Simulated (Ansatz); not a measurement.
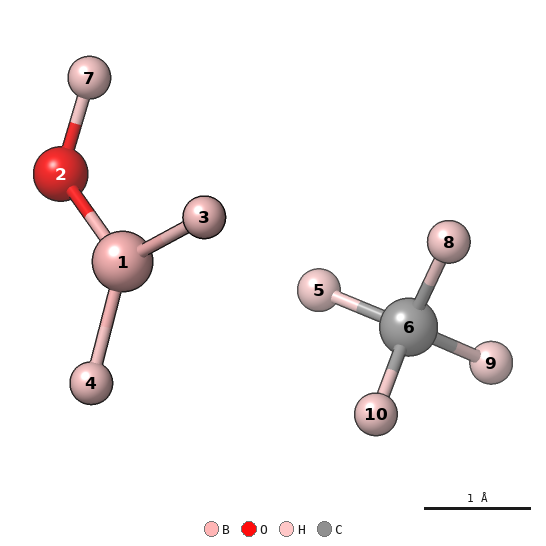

Orthographic view. Depth is shown by fading: the farther an atom, the more it takes the colour of the background. Computed geometry: PBE0-D4/def2-TZVP optimisation. No frequency run is at hand to confirm it as a minimum.

Write the connection table.

B1: O2, H3, H4
O2: B1, H7
H3: B1
H4: B1
H5: C6
C6: H5, H8, H9, H10
H7: O2
H8: C6
H9: C6
H10: C6
